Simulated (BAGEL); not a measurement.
# A workflow on BHF2 (SMILES FBF)

We compute the energy (HF/6-31G*), then the energy (NEVPT2(2,2)/6-31G*), then the energy (CASPT2(2,2)/6-31G*) of BHF2. 

The results are computed with BAGEL 1.2.2.

1 further run of the same task is left out (set aside as unsound or not needed).

### Step 1. The system as given

BHF2 has 4 atoms, charge 0, and is taken as a singlet. As SMILES, `FBF`. The F1–B2 distance was set to 1.773 Å, away from the relaxed value.

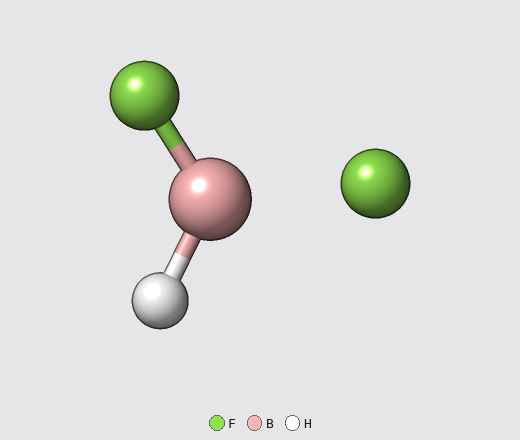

Viewed from a chosen angle; fluorine green, boron pink, hydrogen white.

### Step 2. A single-point energy at HF/6-31G(d) (density fitting with svp-jkfit, spherical functions) (run 1)

hf.json reads:

```json
{ "bagel" : [

{
  "title" : "molecule",
  "basis" : "6-31gs.json",
  "df_basis" : "svp-jkfit",
  "angstrom" : true,
  "geometry" : [
    { "atom" : "F", "xyz" : [       1.558951,       0.627657,      -0.497379 ] },
    { "atom" : "B", "xyz" : [      -0.001900,      -0.031000,       0.025200 ] },
    { "atom" : "F", "xyz" : [      -1.095400,       0.528700,      -0.438900 ] },
    { "atom" : "H", "xyz" : [      -0.057000,      -0.954600,       0.775600 ] }
  ]
},

{ "title" : "hf" },

{ "title" : "print", "file" : "orbitals.molden", "orbitals" : true }

]}
```

The basis set 6-31G* is read from a file made from the Basis Set Exchange's data (not shown).

On the command line:

```sh
BAGEL_NUM_THREADS=1 BAGEL hf.json > hf.out
```

Output:

```text
* using 1 threads per process

  ===============================================================
  ===============================================================

  *** Geometry ***

  { "atom" : "F", "xyz" : [      2.945990,      1.186100,     -0.939910 ] },
  { "atom" : "B", "xyz" : [     -0.003590,     -0.058582,      0.047621 ] },
  { "atom" : "F", "xyz" : [     -2.070006,      0.999098,     -0.829401 ] },
  { "atom" : "H", "xyz" : [     -0.107714,     -1.803933,      1.465672 ] },

  Number of auxiliary basis functions:      247

  Since a DF basis is specified, we compute 2- and 3-index integrals:
    o Being stored without compression. Storage requirement is 0.004 GB

  Number of basis functions:       44
  Number of electrons      :       24

    * METHOD: MOLECULE                             0.04

  *** RHF ***

  === Nuclear Repulsion ===
    53.9395168034

      * DIIS with orbital gradients will be used.

  === RHF iteration (6-31gs.json) ===
      0       -223.93194117          0.03967767           0.01
      1       -224.05562434          0.02905939           0.01
      2       -224.16539206          0.00288945           0.01
      3       -224.16712934          0.00122102           0.01
      4       -224.16738973          0.00031966           0.01
      5       -224.16742669          0.00008874           0.01
      6       -224.16743046          0.00002641           0.01
      7       -224.16743075          0.00000608           0.01
      8       -224.16743077          0.00000155           0.01
      9       -224.16743077          0.00000065           0.01
     10       -224.16743077          0.00000021           0.01
     11       -224.16743077          0.00000008           0.01
     12       -224.16743077          0.00000003           0.01
     13       -224.16743077          0.00000001           0.01
     14       -224.16743077          0.00000000           0.01
    * SCF iteration converged.

    * Permanent dipole moment:
           (    0.818966,     0.632055,    -0.507110) a.u.

    * METHOD: HF                                   0.14

    * METHOD: PRINT                                0.00

  ===============================================================
```

Wall time 0.3 s (1 thread of Arm Neoverse V2, shared host).

### Step 3. A single-point energy at NEVPT2(2,2)/6-31G(d) (density fitting with svp-jkfit, spherical functions) (run 2)

input.json reads:

```json
{ "bagel" : [

{
  "title" : "molecule",
  "basis" : "6-31gs.json",
  "df_basis" : "svp-jkfit",
  "angstrom" : true,
  "geometry" : [
    { "atom" : "F", "xyz" : [    1.558951,    0.627657,   -0.497379 ] },
    { "atom" : "B", "xyz" : [   -0.001900,   -0.031000,    0.025200 ] },
    { "atom" : "F", "xyz" : [   -1.095400,    0.528700,   -0.438900 ] },
    { "atom" : "H", "xyz" : [   -0.057000,   -0.954600,    0.775600 ] }
  ]
},
{
  "title" : "hf"
},
{
  "title" : "casscf",
  "nstate" : 1,
  "nact" : 2,
  "nclosed" : 11,
  "active" : [5, 14],
  "maxiter" : 200,
  "natocc" : true
},
{
  "title" : "nevpt2",
  "nstate" : 1,
  "nact" : 2,
  "nclosed" : 11,
  "active" : [5, 14],
  "maxiter" : 200,
  "natocc" : true,
  "ncore" : 3
},
{
  "title" : "print",
  "file" : "orbitals.molden",
  "orbitals" : true
}

]}
```

The basis set 6-31G* is read from a file made from the Basis Set Exchange's data (not shown).

On the command line:

```sh
BAGEL_NUM_THREADS=1 BAGEL input.json > input.out
```

Output:

```text
* using 1 threads per process

  ===============================================================
  ===============================================================

  *** Geometry ***

  { "atom" : "F", "xyz" : [      2.945990,      1.186100,     -0.939910 ] },
  { "atom" : "B", "xyz" : [     -0.003590,     -0.058582,      0.047621 ] },
  { "atom" : "F", "xyz" : [     -2.070006,      0.999098,     -0.829401 ] },
  { "atom" : "H", "xyz" : [     -0.107714,     -1.803933,      1.465672 ] },

  Number of auxiliary basis functions:      247

  Since a DF basis is specified, we compute 2- and 3-index integrals:
    o Being stored without compression. Storage requirement is 0.004 GB

  Number of basis functions:       44
  Number of electrons      :       24

[... 15 lines left out ...]
    * SCF iteration converged.
[... 1 line left out ...]
    * Permanent dipole moment:
[... 27 lines left out ...]
    * Second-order optimization converged. *
[... 1 line left out ...]
     guess   0:   closed 1.                   open ..

  === FCI iteration ===

      0  0      -224.16551947     1.06e-01      0.00
      1  0      -224.19634737     1.29e-02      0.00
      2  0 *    -224.19712651     9.58e-16      0.00

     * ci vector, state   0, <S^2> = 0.0000
       2.     0.9889443351
       .2    -0.1482872281

    * METHOD: CASSCF                               1.02

    * freezing 3 orbitals

  === DF-NEVPT2 calculation ===

    * 3-index integral transformation done
    * assembly done

      NEVPT2 correlation energy:   -0.3960766759      0.03

          (+0)     -0.2952884281
          (+0)'    -0.0488605498
          (+1)     -0.0119605473
          (+1)'    -0.0000000000
          (+2)     -0.0007643351
          (-1)     -0.0347811503
          (-1)'     0.0000000000
          (-2)     -0.0044216653

      NEVPT2 total energy:       -224.5932031842

    * METHOD: NEVPT2                               0.04

    * METHOD: PRINT                                0.00

  ===============================================================
```

Run time: 1.4 s. Hardware: 1 thread of Arm Neoverse V2, shared host.

### Step 4. A single-point energy at CASPT2(2,2)/6-31G(d) (density fitting with svp-jkfit, spherical functions) (run 3)

calc.json reads:

```json
{ "bagel": [

{
  "title": "molecule",
  "basis": "6-31gs.json",
  "df_basis": "svp-jkfit",
  "angstrom": true,
  "geometry": [
    { "atom": "F", "xyz": [    1.558951,    0.627657,   -0.497379 ] },
    { "atom": "B", "xyz": [   -0.001900,   -0.031000,    0.025200 ] },
    { "atom": "F", "xyz": [   -1.095400,    0.528700,   -0.438900 ] },
    { "atom": "H", "xyz": [   -0.057000,   -0.954600,    0.775600 ] }
  ]
},
{ "title": "hf" },
{ "title": "casscf", "nstate": 1, "nact": 2, "nclosed": 11, "active": [5, 14], "maxiter": 200, "natocc": true },
{ "title": "print", "file": "orbitals.molden", "orbitals": true },
{ "title": "smith", "method": "caspt2", "ms": true, "xms": true, "sssr": true, "shift": 0.2, "shift_imag": true, "ncore": 3 }

]}
```

The basis set 6-31G* is read from a file made from the Basis Set Exchange's data (not shown).

On the command line:

```sh
BAGEL_NUM_THREADS=1 BAGEL calc.json > calc.out
```

Output:

```text
* using 1 threads per process

  ===============================================================
  ===============================================================

  *** Geometry ***

  { "atom" : "F", "xyz" : [      2.945990,      1.186100,     -0.939910 ] },
  { "atom" : "B", "xyz" : [     -0.003590,     -0.058582,      0.047621 ] },
  { "atom" : "F", "xyz" : [     -2.070006,      0.999098,     -0.829401 ] },
  { "atom" : "H", "xyz" : [     -0.107714,     -1.803933,      1.465672 ] },

  Number of auxiliary basis functions:      247

  Since a DF basis is specified, we compute 2- and 3-index integrals:
    o Being stored without compression. Storage requirement is 0.004 GB

  Number of basis functions:       44
  Number of electrons      :       24

[... 15 lines left out ...]
    * SCF iteration converged.
[... 1 line left out ...]
    * Permanent dipole moment:
[... 27 lines left out ...]
    * Second-order optimization converged. *
[... 9 lines left out ...]
     * ci vector, state   0, <S^2> = 0.0000
[... 16 lines left out ...]
    * Zeroth order energy : state  0       -1.2057139582
[... 4 lines left out ...]
       #      aibj      arbs      arbi      airj      risj      airs      arst      rist         Etot      error   time
[... 10 lines left out ...]
      ------------------------------------------------------------------------------------------------------------------

    * CASPT2 energy : state  0     -224.5916669139
        w/o shift correction       -224.5905457646
        reference weight              0.9107048074

    * METHOD: SMITH                                0.13

  ===============================================================
```

Wall time 1.5 s (1 thread of Arm Neoverse V2, shared host).

### Step 5. Results

```
                               quantity          value
         run 1, HF/6-31G*: total energy  -224.16743 Eh
        run 1, HF/6-31G*: dipole moment         2.93 D
          run 1, HF/6-31G*: HOMO energy      -15.01 eV
          run 1, HF/6-31G*: LUMO energy        2.65 eV
        run 1, HF/6-31G*: HOMO–LUMO gap       17.66 eV
run 2, NEVPT2(2,2)/6-31G*: total energy  -224.59320 Eh
run 3, CASPT2(2,2)/6-31G*: total energy  -224.59167 Eh
```
